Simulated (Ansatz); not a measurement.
**Lattice dynamics of Mg2Ir (built on the sites of a database entry of Sr2Rh)**

Aim: the phonons of Mg2Ir (built on the sites of a database entry of Sr2Rh) at a cell relaxed beforehand at this level. After the zone centre comes a 2×2×2 q mesh on a 10×10×10 k mesh.

Program: Ansatz 0.2.0. Level of theory: DFT PBEsol, scalar-relativistic, plane waves, PAW. Results are calculated unless marked as measured.

The structure was built from a prototype and need not be the compound's stable phase.

## (1) The starting structure

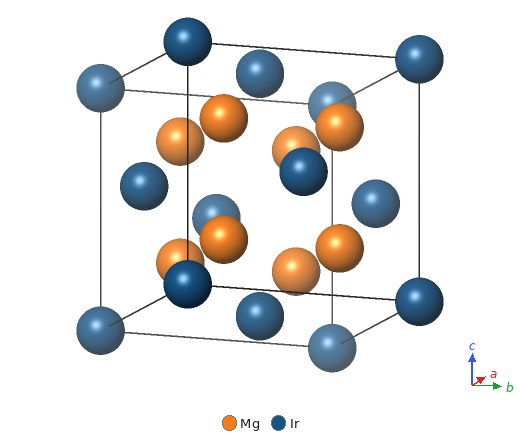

The starting structure, seen from a free direction (magnesium orange, iridium blue). This picture shows the conventional cell, with its axes. Some periodic images of atoms are drawn too.

## (2) Linear response at the zone centre

The cell comes from relaxations at this level that are not shown. The zone centre comes first: it holds the modes that light can see, as far as symmetry allows. No field response is asked, since the mesh shows no gap.

File input.yaml:

```yaml
crystal:
  lattice:
    - [0.0, 3.0772568441, 3.0772568441]
    - [3.0772568441, 0.0, 3.0772568441]
    - [3.0772568441, 3.0772568441, 0.0]
  atoms:
    - { symbol: Mg, position: [0.75, 0.75, 0.75] }
    - { symbol: Mg, position: [0.25, 0.25, 0.25] }
    - { symbol: Ir, position: [0.0, 0.0, 0.0] }
kpoints:
  mp_grid: { grid: [10, 10, 10] }
hamiltonian:
  xc: pbesol
scf:
  occupations: { method: methfessel_paxton, width: 0.15 }
output:
  eigenvalues: true
phonons:
  method: dfpt
```

On the command line:

```bash
ansatz run input.yaml --threads 8 --pin off --max-ram 14336MiB --backend cpu --events-out ev --progress --plain --runs-dir out
```

Numbers of over 12 decimals in the logs are rounded to 6 here.

The program printed:

```text
zone centre: on kpoints.mp_grid the ground state, and the responses unless they are solved on pairs of k-points, stand on 102 of the mesh's 1000 k-points, reduced under 8 symmetry operations, with k and −k counted as one. Each operation leaves every solved displacement unchanged or reverses it
Engine: ansatz 0.2.0, aarch64-unknown-linux-gnu
Pseudopotentials: kind: paw
Pseudopotential: Mg, paw, valence charge 10, recommended cutoff 420 eV (normal), Mg.paw.azcp
Pseudopotential: Ir, paw, valence charge 17, recommended cutoff 420 eV (normal), Ir.paw.azcp
Functional definition: PBEsol
  exchange = pbesol_x
  correlation = pbesol_c
Crystal: 3 atoms, lattice volume = 58.280 Å³
Basis set: ecut = 420 eV, 1139 PW (Γ), exchange–correlation on 60×60×60 points (8 copies of the dense FFT grid, shifted against one another)
Bands: 23, of which v1, the nominal top of the filled ones, is band 19 counted from 1 (18 counted from 0)
Symmetry: 48 space group operations
k-points: 102 of 1000 (irreducible under 8 space group operations, time reversal used)
Non-local potential: Mg, projectors of the file, l = 0: 3, l = 1: 2, l = 2: 1
Non-local potential: Ir, projectors of the file, l = 0: 3, l = 1: 2, l = 2: 2, l = 3: 1
PAW form: soft (Blöchl's): semilocal exchange-correlation on the pseudo side does not see the compensation charge
PAW frozen core: Mg, regenerated for the run's functional, and the local potential with it (the file was generated under x = pbe(κ = 0.804, μ = 0.219515), c = pbe(β = 0.066725))
PAW frozen core: Ir, regenerated for the run's functional, and the local potential with it (the file was generated under x = pbe(κ = 0.804, μ = 0.219515), c = pbe(β = 0.066725))
PAW one-centre angular grid: Mg, 110 points (default); XC on 64 Gauss nodes
PAW one-centre angular grid: Ir, 590 points (default); XC on 64 Gauss nodes
Initial density: superposition of atomic densities (neutral atoms: chi_scale 0, normalization atom), corrected by the library's trained network
Initial wavefunctions: pseudopotential atomic-orbital guess
Functional: x = pbesol(κ = 0.804, μ = 0.123457), c = pbesol(β = 0.046)
SCF iter   1: F=—  HF=-15623.107080 eV  |F-HF|=—  |Δ(HF+E_count)|=         —  Δρ=3.56e-3  dr2=5.37e-3  ethr=1.77e-3  ⟨swp⟩=5.0  Hψ=9271  notcnv=0
preconditioner: auto → LDOS  [metal: Δε(μ)=0.091 eV  Ē_g=6.434 eV  σ=0.150 eV  W_gap=0.47  n_scr=14 (ndim 8)  ℏωp=17.5 eV  f_vac=0.014  D(μ)=1.52/eV (n_scr^D=14)  β→1.0]
SCF iter   2: F=—  HF=-15623.107351 eV  |F-HF|=—  |Δ(HF+E_count)|=   2.71e-4  S|Δr|=    0.00e0  Δρ=1.37e-3  dr2=8.62e-4  ethr=1.45e-5  ⟨swp⟩=2.0  Hψ=4948  notcnv=0
SCF iter   3: F=—  HF=-15623.106995 eV  |F-HF|=—  |Δ(HF+E_count)|=   3.56e-4  S|Δr|=    0.00e0  Δρ=2.82e-4  dr2=5.38e-5  ethr=2.33e-6  ⟨swp⟩=2.0  Hψ=4102  notcnv=0
SCF iter   4: F=—  HF=-15623.106983 eV  |F-HF|=—  |Δ(HF+E_count)|=   1.22e-5  S|Δr|=    0.00e0  Δρ=5.18e-5  dr2=1.08e-6  ethr=1.45e-7  ⟨swp⟩=2.1  Hψ=2966  notcnv=0
SCF iter   5: F=—  HF=-15623.106985 eV  |F-HF|=—  |Δ(HF+E_count)|=   2.18e-6  S|Δr|=    0.00e0  Δρ=1.33e-5  dr2=1.52e-7  ethr=2.91e-9  ⟨swp⟩=2.0  Hψ=4097  notcnv=0
SCF iter   6: F=—  HF=-15623.106985 eV  |F-HF|=—  |Δ(HF+E_count)|=   1.30e-8  S|Δr|=    0.00e0  Δρ=4.46e-6  dr2=1.49e-8  ethr=4.10e-10  ⟨swp⟩=1.2  Hψ=2381  notcnv=0
SCF iter   7: F=—  HF=-15623.106985 eV  |F-HF|=—  |Δ(HF+E_count)|=  8.15e-10  S|Δr|=    0.00e0  Δρ=5.63e-7  dr2=2.20e-10  ethr=4.03e-11  ⟨swp⟩=2.1  Hψ=2973  notcnv=0
SCF iter   8: F=-15623.106985 eV  HF=-15623.106985 eV  |F-HF|=3.64e-12  |Δ(HF+E_count)|=  1.46e-11  S|Δr|=    0.00e0  Δρ=6.52e-8  dr2=3.33e-12  ethr=1.00e-12  ⟨swp⟩=5.3  Hψ=11094  notcnv=0
SCF 1 converged in 8 iterations: F = -15623.106985 eV  dr2 = 3.33e-12
  greatest PAW one-centre occupation: 1.000 electrons in one spin orbital (limit 2), on the Mg atom at site 1 (counted from 0), in its partial waves of l = 0
DFPT response loops at Γ: preconditioner auto → Kerker (q_TF=auto, 2.529 Å⁻¹) (partly filled bands, converged f_vac=0.014); β = 1.00, the filter's whole step (`scf.mixing.beta` (0.50) is not read by the response loops under this deck's `scf.mixing.preconditioner`; to damp them name `kerker` or `kerker_dos`, under which they read `scf.mixing.beta`, and type it under 1.00, their step now; both keys bind the ground state too); Broyden in place of MSR1
SCF converged after 8 iterations
Stability not checked: this state was not tested for a lower state beside it, because cold or Methfessel-Paxton smearing, or corrected tetrahedra, fill the levels in a way that the test cannot read (fill_not_monotonic; see scf.lower_state_search)
Free energy (F): -15623.106985 eV
Harris-Foulkes:  -15623.106985 eV  (|F-HF|=3.64e-12)
Internal energy: -15623.105092 eV  (E = F + TS)
E sigma→0 (E₀):  -15623.106512 eV
Entropy (-TS):   -0.001892 eV (-0.631 meV/atom)
Fermi energy:    9.138097 eV
--- Per-component energies (eV) ---
  E_band       = -939.827658
  E_kinetic    = 778.260076
  E_local      = -5037.633850  (includes V_loc(G=0)·N_el)
  E_nonlocal   = 271.665323
  E_hartree    = 1854.893769
  E_xc         = -323.456070
  E_vxc        = -373.589408  (∫ρ·V_xc dr)
  E_paw        = -9651.530448  (= ΣΔE_a)
  E_vpaw       = -288.317405  (= ΣTr[D̂ρ^β])
  E_aug_tail   = 0.000062  (compensation charges beyond the density's cutoff)
  E_ewald      = -3515.686963
  E_core_change = 0.383009  (= ΣΔE_core)
  E_smearing   = -0.001892  (= −TS)
  E_closure    = 0.000000  (closes the sum)
  Σ components = -15623.106985   (vs F -15623.106985, Δ=0.00e0)
--- Band table (eV; the first three rows and the last of 102) ---
  k-point 0: bands = [... 15 lower, 7.1801, 8.0760, 8.0760, 14.5995, 14.5995, 14.5995, 17.2854, 17.6038]
  k-point 1: bands = [... 15 lower, 7.2172, 8.0626, 8.0626, 13.4585, 14.4701, 14.4701, 16.9431, 17.7578]
  k-point 2: bands = [... 15 lower, 7.2997, 8.0559, 8.0559, 11.6372, 14.0932, 14.0932, 16.5517, 17.4286]
  k-point 101: bands = [... 15 lower, 7.0474, 8.2045, 8.4302, 9.0596, 9.7279, 10.8826, 16.1417, 16.9308]
--- Phonons (Γ-DFPT): 2 representative perturbations + reference, on 102 of 1000 k-points (Σ response iterations 6) ---
  k mesh reduced under 8 symmetry operations, with k and −k counted as one. Each operation leaves every solved displacement unchanged or reverses it
  ASR residual: 5.095e-5 → 0.000e0 eV/Å²; symmetrization residual: 5.215e-6 eV/Å²
  ASR residual per site (eV/Å²): 2.50e-5 2.50e-5 5.09e-5
  Γ frequencies (cm⁻¹): 0.00 0.00 0.00 221.35 221.35 221.35 294.50 294.50 294.50
  non-analytic LO–TO correction: not included (Born effective charges unavailable; polar crystals: no LO–TO splitting at Γ)
```

Elapsed: 4.8 s, on 8 threads of Arm Neoverse V2, shared host; peak memory 0.66 GiB; 32 s of CPU time.

The column dr2 measures how far the density is from self-consistency, as an energy; F and HF (Harris–Foulkes) agree once it is small.

This step gave:

```yaml
volume_per_atom: 19.43 Å³
gap_on_the_k_mesh: 0 eV
sum_rule_residual_before_enforcement: 5.09e-5 eV/Å²
point_group: m-3m
highest_optical_mode_at_the_zone_centre_no_lo_to_term: 294.5 cm⁻¹
lowest_optical_zone_centre_mode: 221.3 cm⁻¹
```

Patterns of degenerate modes are one choice out of their space. Modes at Γ, with each element's share of the kinetic energy:

```
mode  frequency (cm⁻¹)  symmetry  Mg %  Ir %
   1               0.0  acoustic    20    80
   2               0.0  acoustic    20    80
   3               0.0  acoustic    20    80
   4             221.3       T1u    80    20
   5             221.3       T1u    80    20
   6             221.3       T1u    80    20
   7             294.5       T2g   100     0
   8             294.5       T2g   100     0
   9             294.5       T2g   100     0
```

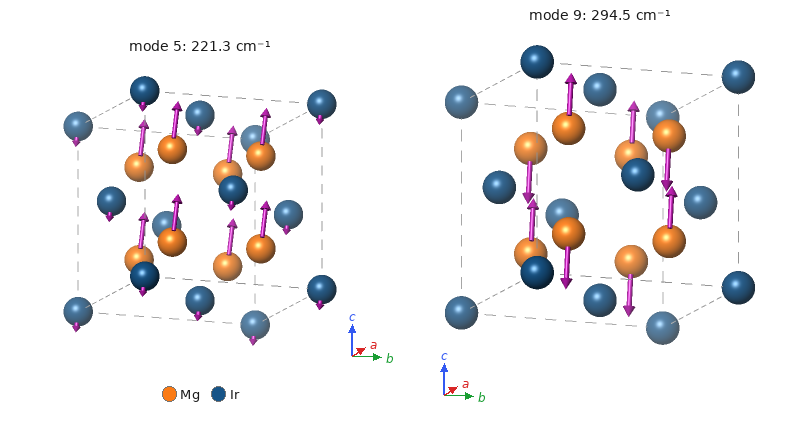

Displacement patterns of modes 5 and 9 at Γ; arrows are exaggerated. Some periodic images of atoms are drawn too.

Before it was imposed, the acoustic sum rule was missed by 5.1e-5 eV/Å². Small misses are needed for a sound result but don't prove that mesh and cutoff are converged. The lowest optical mode is real, 221 cm⁻¹.

## (3) Phonons on a q mesh

Stability and thermal properties need the whole zone. Linear response on a 2×2×2 q mesh gives force constants as far as a supercell of that size would.

input.yaml, as its differences from that of step 2:

```diff
@@ -19 +19,8 @@
   method: dfpt
+  qmesh: [2, 2, 2]
+  temperatures: { t_max: 1000, t_step: 50 }
+  qpath:
+    path:
+      - [[0.0, 0.0, 0.0], [0.5, 0.0, 0.5], [0.625, 0.25, 0.625]]
+      - [[0.375, 0.375, 0.75], [0.0, 0.0, 0.0], [0.5, 0.5, 0.5], [0.5, 0.25, 0.75], [0.5, 0.0, 0.5]]
+    npoints: 10
```

The program printed:

```text
[...]
Crystal: 3 atoms, lattice volume = 58.280 Å³
Basis set: ecut = 420 eV, 1139 PW (Γ), exchange–correlation on 60×60×60 points (8 copies of the dense FFT grid, shifted against one another)
Bands: 23, of which v1, the nominal top of the filled ones, is band 19 counted from 1 (18 counted from 0)
Symmetry: 48 space group operations
k-points: 47 of 1000
[...]
SCF iter   1: F=—  HF=-15623.107071 eV  |F-HF|=—  |Δ(HF+E_count)|=         —  Δρ=3.56e-3  dr2=5.37e-3  ethr=1.77e-3  ⟨swp⟩=5.0  Hψ=4244  notcnv=0
[...]
SCF iter   8: F=-15623.106985 eV  HF=-15623.106985 eV  |F-HF|=1.64e-11  |Δ(HF+E_count)|=  5.46e-12  S|Δr|=    0.00e0  Δρ=6.38e-8  dr2=3.19e-12  ethr=1.00e-12  ⟨swp⟩=5.7  Hψ=5110  notcnv=0
SCF 1 converged in 8 iterations: F = -15623.106985 eV  dr2 = 3.19e-12
[...]
phonons: the bands overlap, so this run is a metal and interpolates without the dipole-dipole term. If the crystal is really an insulator or semiconductor, its LO-TO splitting is missing
NSCF: frozen V_eff on 47 k-points
WARN: eigensolver did not converge (k=18): 1 band(s) unlocked after 20 sweeps at ethr=1.26e-12 eV (storage-precision floor; scheduled 1.00e-12 eV) (lowest unlocked band 22, counted from 0; max residual 1.47e-5 eV among the unlocked bands, 1.47e-5 eV over every band; other slots of this pass that fall short are told together in one closing line; warning suppressed until the next SCF loop or pass starts)
[...]
DFPT response loops at q = (0, 0, 0) (fractional): preconditioner auto → Kerker (q_TF=auto, 2.529 Å⁻¹) (partly filled bands, converged f_vac=0.014); β = 1.00, the filter's whole step (`scf.mixing.beta` (0.50) is not read by the response loops under this deck's `scf.mixing.preconditioner`; to damp them name `kerker` or `kerker_dos`, under which they read `scf.mixing.beta`, and type it under 1.00, their step now; both keys bind the ground state too); Broyden in place of MSR1
[...]
SCF converged after 8 iterations
[...]
Free energy (F): -15623.106985 eV
[...]
Internal energy: -15623.105092 eV  (E = F + TS)
E sigma→0 (E₀):  -15623.106512 eV
Entropy (-TS):   -0.001892 eV (-0.631 meV/atom)
Fermi energy:    9.138097 eV
[...]
--- Band table (eV; the first three rows and the last of 47) ---
  k-point 0: bands = [... 15 lower, 7.1801, 8.0760, 8.0760, 14.5995, 14.5995, 14.5995, 17.2854, 17.6038]
  k-point 1: bands = [... 15 lower, 7.2172, 8.0626, 8.0626, 13.4585, 14.4701, 14.4701, 16.9431, 17.7578]
  k-point 2: bands = [... 15 lower, 7.2997, 8.0559, 8.0559, 11.6372, 14.0932, 14.0932, 16.5517, 17.4286]
  k-point 46: bands = [... 15 lower, 7.0474, 8.2045, 8.4302, 9.0596, 9.7279, 10.8826, 16.1417, 16.9308]
--- Phonons (Γ-DFPT): 2 representative perturbations + reference (Σ response iterations 6) ---
  ASR residual: 4.973e-5 → 0.000e0 eV/Å²; symmetrization residual: 5.390e-6 eV/Å²
  ASR residual per site (eV/Å²): 2.42e-5 2.42e-5 4.97e-5
  Γ frequencies (cm⁻¹): 0.00 0.00 0.00 221.35 221.35 221.35 294.50 294.50 294.50
--- Phonons (arbitrary-q DFPT): 3 irreducible q on the 2×2×2 mesh ---
  q = [0.0000, 0.0000, 0.0000] (star 1, of the zone-centre solve; hermiticity 1.54e-6, symmetrization 6.52e-13): -0.00 -0.00 0.00 221.35 221.35 221.35 294.50 294.50 294.50
  q = [0.0000, 0.0000, -0.5000] (star 4, 2 solved perturbations on 282 of 1000 k-point pairs; hermiticity 6.18e-7, symmetrization 5.04e-13): 55.79 55.79 97.55 237.89 242.77 242.77 254.13 256.46 256.46
  q = [0.0000, -0.5000, -0.5000] (star 3, 4 solved perturbations in 546 linear systems a pass and spin channel, the states on 171 of 1000 k-point pairs; hermiticity 9.95e-7, symmetrization 3.28e-13): 71.33 71.33 110.83 185.45 194.57 194.57 271.78 271.78 308.79
  sum rule: each row above includes the acoustic sum rule's correction from the zone centre's row sums; it moved no ω² by more than (0.52 cm⁻¹)²
  mesh force constants: q→R imaginary residual 3.04e-17; ASR residual 4.973e-5 → 0.000e0 eV/Å²; symmetrization residual 1.066e-14 eV/Å²
  interpolated dispersion: 62 rows × 9 modes
  density of states and harmonic sums: on the 18×18×18 q-mesh, interpolated from the force constants of a 2×2×2 supercell (no non-analytic term)
  largest difference from the sums on the solved wave vectors: F 8.19e-2 eV, S 1.14e-4 and C_V 3.23e-5 eV/K
  zero-point energy: 0.104949 eV/cell   skipped modes (ω ≤ 0): 3   left out of the sums: 5.72e-5 of the cell's modes: C_V's classical limit lies that fraction below 3 k_B per atom; for a crystal, a wire or a layer, F and S can be off by more, and a phonons.interpolated_qmesh denser along its periods is the remedy for the sampling
```

Elapsed: 21 s, on 8 threads; peak memory 1.1 GiB.

Numbers from this step:

```yaml
sum_rule_residual_before_enforcement: 4.97e-5 eV/Å²
lowest_frequency_on_the_path: 0 cm⁻¹
highest_frequency_on_the_path_or_at_a_solved_wavevector: 308.8 cm⁻¹
mean_frequency: 188.1 cm⁻¹
debye_temperature_second_moment: 384 K
logarithmic_mean_frequency: 161.3 cm⁻¹
lowest_mode_on_the_q_mesh_acoustic_modes_at_gamma_apart: 55.79 cm⁻¹
zero_point_energy_per_atom: 34.98 meV
heat_capacity_at_300_k: 23.04 J/(mol atoms K)
vibrational_entropy_at_300_k: 32.34 J/(mol atoms K)
edges_of_the_widest_gap_between_branches_on_path_and_mesh: 110.8, 185.4 cm⁻¹
```

Frequencies (cm⁻¹) solved at each irreducible wavevector; negative means imaginary. Frequencies by wavevector, by row:

```
q in reciprocal lattice units  star  mode 1  mode 2  mode 3  mode 4  mode 5  mode 6  mode 7  mode 8  mode 9
                        0 0 0     1       0       0       0   221.3   221.3   221.3   294.5   294.5   294.5
                     0 0 -0.5     4    55.8    55.8    97.5   237.9   242.8   242.8   254.1   256.5   256.5
                  0 -0.5 -0.5     3    71.3    71.3   110.8   185.4   194.6   194.6   271.8   271.8   308.8
```

Interpolated from a 2×2×2 q mesh, rough between the solved points. Phonon branches along the path, in cm⁻¹:

```
    point  branch 1  branch 2  branch 3  branch 4  branch 5  branch 6  branch 7  branch 8  branch 9
        Γ         0         0         0       221       221       221       294       294       294
        X        71        71       111       186       195       195       272       272       309
        U        70        84        94       189       206       213       265       270       300
jump to K        70        84        94       189       206       213       265       270       300
        Γ         0         0         0       221       221       221       294       294       294
        L        56        56        98       238       243       243       254       256       256
        W        78        87        87       189       192       239       239       285       296
        X        71        71       111       186       195       195       272       272       309
```

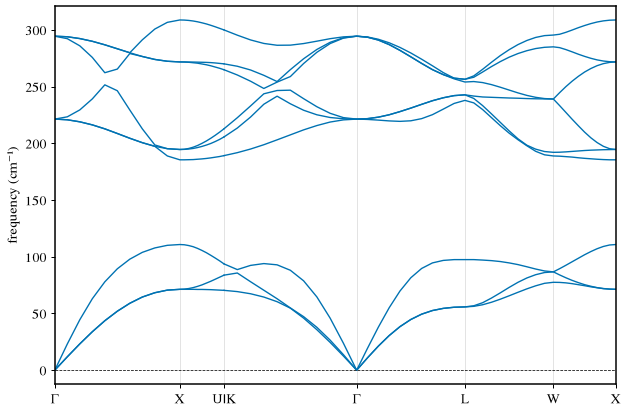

Phonon branches along the path.

The phonon density of states has structure finer than the step of the table below, so its rows give means over 20 cm⁻¹, whole bins alone (the curve runs from 2.5 to 308 cm⁻¹). Peaks (cm⁻¹: height): 67.5: 0.0789, 97.5: 0.0731, 217.5: 0.0618, 277.5: 0.0835.

Tetrahedra on a 18×18×18 mesh, mean over bins of 5 cm-1. Interpolated from a 2×2×2 q mesh, rough between the solved points. Table of phonon density of states by wavenumber; means over each step:

```
wavenumber (cm⁻¹)  phonon density of states (1/cm⁻¹/cell)
               20                                 0.00186
               40                                  0.0112
               60                                  0.0569
               80                                  0.0424
              100                                  0.0372
              120                                  4.2e-4
              140                                       0
              160                                       0
              180                                 0.00445
              200                                  0.0506
              220                                  0.0559
              240                                  0.0435
              260                                  0.0548
              280                                  0.0720
```

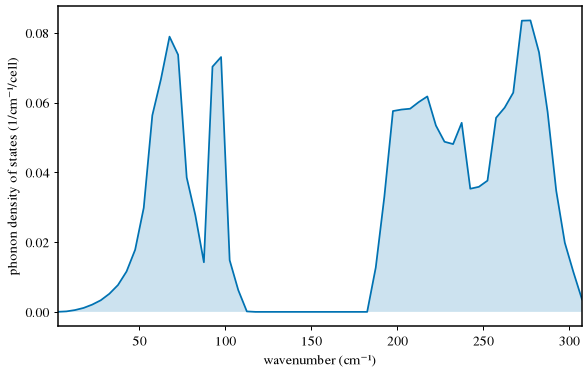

Phonon density of states against wavenumber.

[end of part 1 of 2]

[Logs are printed without paths, hosts, clocks, repeated set-up lines and the standing remarks that a program may print on its own settings, such as how far it seeks lower states.]

[Hosts, paths, dates, database ids (printed as entryN), source tags and the programs' standing remarks are cut or masked in the printed files.]
